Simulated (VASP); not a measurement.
Shape and ions are relaxed at each volume.

Energy against volume of Ho (hcp). Computed with vdW-DF2, VASP's PBE PAW potentials (set 64) (plane waves; VASP 6.6.1).

The 4f electrons are frozen in the core of the lanthanide potential, so 4f levels, which can set the real gap, and their magnetism are missing.

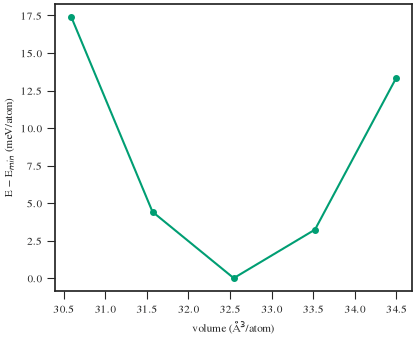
Figure: Energy against volume

**Question.** Estimate the equilibrium volume and the bulk modulus.

**Answer.** The minimum lies near 32.6 Å³/atom, and the curvature gives B0 of about 42 GPa.

Measured: bulk modulus 40.2 GPa (computed value off by +3.7 %), as given by Wikipedia, Holmium (infobox). The calculation is for a static lattice, while the measured bulk modulus holds thermal and zero-point effects, which are part of the difference.

The compound is Ho in the hcp structure. It was relaxed first.
